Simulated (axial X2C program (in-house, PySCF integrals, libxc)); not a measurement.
# NPN²⁺: bond lengths and stretches, held linear

How do method and spin–orbit coupling move the bonds and stretches of NPN²⁺, held linear?

The runs use an in-house X2C program for linear molecules on PySCF integrals; all-electron X2C, two-component (2c) or spin-free, N dyall-av3z, P dyall-v3z.

All values are calculated.

2 further runs of the same task are left out: 2 set aside as unsound or not needed.

**1. Set-up**

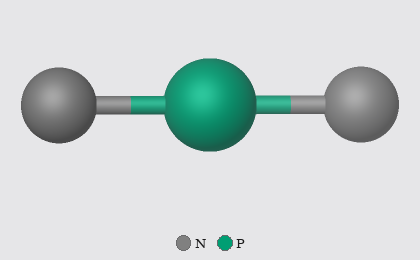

The atoms on one line, bonds 1.620 and 1.620 Å (nitrogen grey, phosphorus teal).

Input file task.json:

```json
{
 "zs": [
  7,
  15,
  7
 ],
 "q": 2,
 "bas": [
  "dyall-av3z",
  "dyall-v3z",
  "dyall-av3z"
 ],
 "r0": [
  1.62,
  1.62
 ],
 "symm": 1,
 "scan": [
  "PBE0",
  "HF",
  "BHandHLYP"
 ],
 "levels": [
  "PBE0",
  "HF",
  "B3LYP"
 ],
 "nst": 2
}
```

Keys: zs atomic numbers; q charge; bas basis sets; r0 starting distance in Å; symm equal bonds; scan levels of the two-bond scan; levels methods; nst determinants followed.

Run with:

```bash
> python solin.py task.json out
```

Masses N 14.003, P 30.974, N 14.003 u.

**2. Scan at PBE0, 2c**

State: Ω = 5/2 (beyond evenly filled blocks: ω = -1/2, 2 × ω = 3/2). Energies above the lowest point, from the job's result record:

```
r(N–P) (Å)  r(P–N) (Å)  E (meV)
    1.6565      1.6565    37.99
    1.6565      1.6990    11.21
    1.6565      1.7415     9.13
    1.6990      1.6565    11.21
    1.6990      1.6990     0.00
    1.6990      1.7415    12.45
    1.6990      1.7840    40.80
    1.7415      1.6565     9.13
    1.7415      1.6990    12.45
    1.7415      1.7415    38.57
    1.7840      1.6990    40.80
    1.7840      1.7840   132.59
```

A quadratic surface with cubic terms in each bond gives the minimum at 1.697 and 1.697 Å, force constants 2.07, 2.07 and coupling 1.21 mdyn/Å.

**3. Scan at BHandHLYP, 2c**

State: Ω = 5/2 (beyond evenly filled blocks: ω = -1/2, 2 × ω = 3/2). Energies above the lowest point, from the job's result record:

```
r(N–P) (Å)  r(P–N) (Å)  E (meV)
    1.6565      1.6565    36.09
    1.6565      1.6990    11.09
    1.6565      1.7415     5.85
    1.6990      1.6565    11.09
    1.6990      1.6990     0.00
    1.6990      1.7415     7.73
    1.6990      1.7840    26.51
    1.7415      1.6565     5.85
    1.7415      1.6990     7.73
    1.7415      1.7415    27.86
    1.7840      1.6990    26.51
    1.7840      1.7840   100.31
```

A quadratic surface with cubic terms in each bond gives the minimum at 1.700 and 1.700 Å, force constants 1.63, 1.63 and coupling 1.10 mdyn/Å.

**4. Scan at PBE0, spin-free**

State: M_S = 3/2, Λ = 1 (beyond evenly filled blocks: 2 × π+α, π+β, 2 × π-α). Energies above the lowest point, from the job's result record:

```
r(N–P) (Å)  r(P–N) (Å)  E (meV)
    1.6565      1.6565    37.45
    1.6565      1.6990    10.90
    1.6565      1.7415     8.96
    1.6990      1.6565    10.90
    1.6990      1.6990     0.00
    1.6990      1.7415    12.67
    1.6990      1.7840    41.18
    1.7415      1.6565     8.96
    1.7415      1.6990    12.67
    1.7415      1.7415    39.10
    1.7840      1.6990    41.18
    1.7840      1.7840   133.63
```

A quadratic surface with cubic terms in each bond gives the minimum at 1.697 and 1.697 Å, force constants 2.07, 2.07 and coupling 1.21 mdyn/Å.

**5. Comparison**

| level | r(N–P) (Å) | r(P–N) (Å) | lower stretch (cm⁻¹) | upper stretch (cm⁻¹) |
| --- | --- | --- | --- | --- |
| PBE0, 2c | 1.697 | 1.697 | 447.4 | 630.6 |
| BHandHLYP, 2c | 1.700 | 1.700 | 348.6 | 574.9 |
| PBE0, spin-free | 1.697 | 1.697 | 444.8 | 630.9 |
| BHandHLYP, spin-free | 1.700 | 1.700 | 346.4 | 575.2 |

Scans not shown above were run alike.

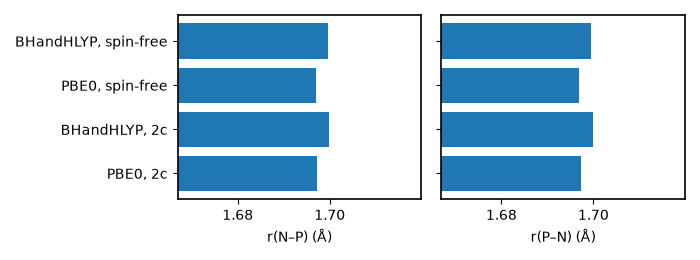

The two bond lengths by level.

**Reading.** Over the levels the N–P bond spans 1.697 to 1.700 Å and the P–N bond 1.697 to 1.700 Å. At PBE0 spin–orbit coupling leaves both bonds unchanged to 0.001 Å. Each state is one determinant, the lowest of a limited PBE0 search; the stretches come from a fit to few points and are good to some per cent at best. The levels spread by more than a fifth in the stretches, which depend strongly on the method. A multiply charged ion may be only metastable. The molecule was held linear; bending was not examined, so a bent shape may lie lower. Note: functional without a current term on a determinant with orbital currents, of the molecule or an atom. Note: several unpaired electrons, one determinant need not be a pure state.
